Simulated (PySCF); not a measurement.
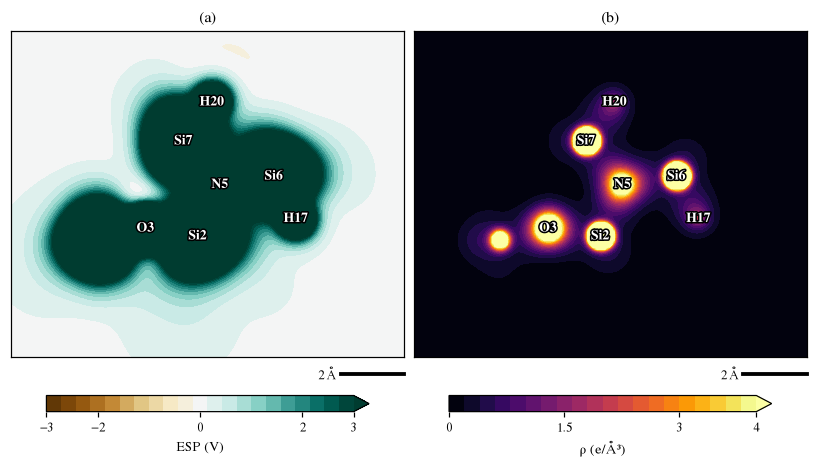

CH13NOSi4. (a) molecular electrostatic potential; (b) electron density on the plane of atoms Si6, N5 and Si7.

Geometry: PBE0-D3(BJ)/def2-SVP.

All numbers below come from PySCF, PBE0/pcSseg-1, SCF density, gas phase, non-relativistic.

Input file:

```
{"job": {"kind": "nmr", "xc": "PBE0", "basis": "pcSseg-1"}, "charge": 0, "multiplicity": 1}
C      1.185054     1.450828    -1.807812
Si     0.763061    -0.173902    -0.997366
O      1.681919    -0.396872     0.369394
Si     2.965628     0.080397     1.302373
N     -0.879570    -0.214558    -0.407461
Si    -2.237545    -0.151184    -1.508306
Si    -1.154449    -0.389825     1.319632
H      1.027571     2.283437    -1.104419
H      0.547827     1.624023    -2.689436
H      2.234035     1.467032    -2.142873
H      1.016223    -1.307800    -1.933816
H      3.645848    -1.127471     1.849175
H      3.936442     0.866820     0.480729
H      2.480126     0.930785     2.428571
H     -3.071932     1.071185    -1.297047
H     -3.122299    -1.347634    -1.370000
H     -1.683715    -0.116531    -2.898049
H     -0.538266     0.721905     2.104203
H     -0.661826    -1.692411     1.856412
H     -2.638832    -0.331740     1.505803
```

Run with:

```sh
OMP_NUM_THREADS=1 python probes_run.py task.json out
```

> What does the map show?

The section cuts through Si, O, N and H sites.
Si–O (1.66 Å): the density is about 1 e/Å³ at the midpoint.
Si–N (1.75 Å): ρ at the midpoint is about 1 e/Å³.
Si–H (1.50 Å): ρ at the midpoint is about 0.77 e/Å³.
The potential has no marked negative region in this plane.
